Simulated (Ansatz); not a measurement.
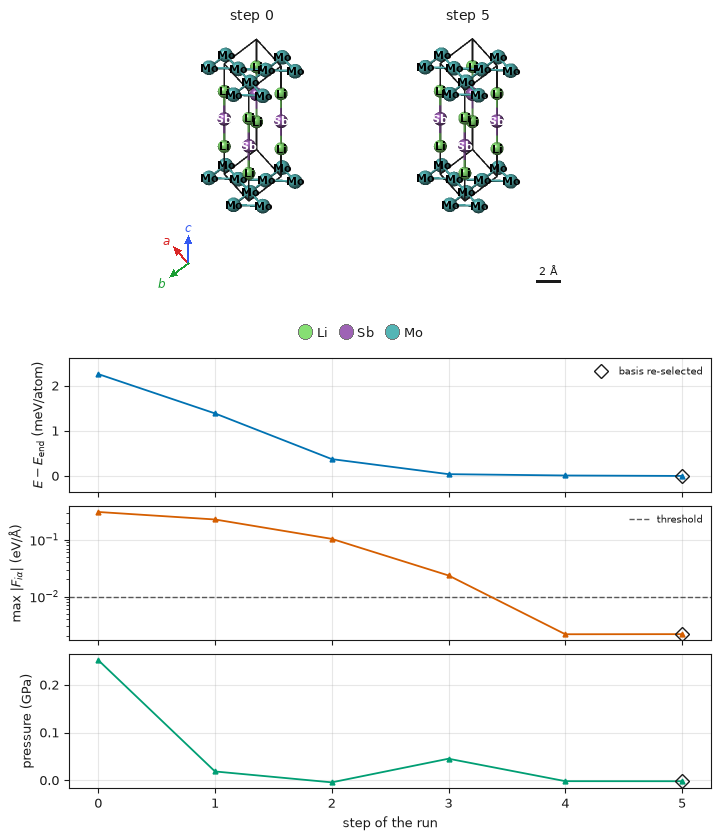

First and last geometry of a relaxation of a crystal of Li₂SbMo₃ (a generated structure, set up in P-6m2), with the history of the run. The picture is a ball-and-stick view of the cell of the calculation, seen from a free direction.

Computed with Ansatz 0.2.0, DFT PBE, scalar-relativistic, plane waves, PAW; settings changed.

Input file:
```yaml
crystal:
  lattice:
    - [4.8088886176, 0.0, 0.0]
    - [-2.4044443088, 4.1646197068, 0.0]
    - [0.0, 0.0, 10.935820568]
  atoms:
    - { symbol: Li, position: [0.0, 0.0, 0.2504406924] }
    - { symbol: Li, position: [0.0, 0.0, 0.7495593076] }
    - { symbol: Sb, position: [0.0, 0.0, 0.5] }
    - { symbol: Mo, position: [0.1722279444, 0.8277720556, 0.0] }
    - { symbol: Mo, position: [0.1722279444, 0.3444558888, 0.0] }
    - { symbol: Mo, position: [0.6555441112, 0.8277720556, 0.0] }
basis:
  ecutwfc: 420
  ecutrho_ratio: 8
kpoints:
  mp_grid: { grid: [12, 12, 4] }
hamiltonian:
  xc: pbe
scf:
  occupations: { method: gaussian, width: 0.1 }
  convergence: { dr2_threshold: 1.0e-08 }
output:
  forces: true
  eigenvalues: true
  stress: true
relax:
  adjacent_minimum: "off"
  f_tol: 0.01
  max_steps: 80
  cell: { stress_tol: 0.05 }
accuracy: medium
```

Run as
```bash
ansatz run input.yaml --threads 1 --pin off --max-ram 2560MiB --backend cpu --events-out ev --progress --plain --runs-dir out
```

What do the curves and the structures tell?

Answer. It converged. The largest moves relative to the cell, 0.029 Å, are those of Mo4, Mo5 and Mo6. Mo6 goes along [2 1 0]. Largest moves by element: Mo 0.029 Å, Li 0.008 Å. Sb stays in place. The drawn cell changes as follows: a = b 4.809 → 4.808 Å (0.0 %), c 10.936 → 10.983 Å (+0.4 %); the volume changes by +0.4 %. Among the contacts that change: Mo4–Mo5 2.485 → 2.434 Å, Mo4–Mo5 (another image) 2.324 → 2.373 Å. The space group stays P-6m2 (No. 187). Over 4 accepted moves (5 points after the start) the energy falls by 2.3 meV per atom. The largest force component goes from 0.31 to 0.0022 eV/Å. The pressure goes from 0.25 to 0.00 GPa. The SCF was repeated once at an unchanged geometry on a basis and grid sized afresh for the cell, which shifted the energy by less than 0.05 meV per atom at most.

```tsv
step	E − E(0), meV/atom	largest force component, eV/Å	pressure, GPa	volume, Å³/atom	note
0	0.00	0.3113	0.25	36.502	
1	-0.87	0.2295	0.02	36.727	
2	-1.88	0.1043	0.00	36.761	
3	-2.22	0.0236	0.05	36.561	
4	-2.25	0.0022	0.00	36.638	
5	-2.26	0.0022	0.00	36.638	same geometry, new basis
```
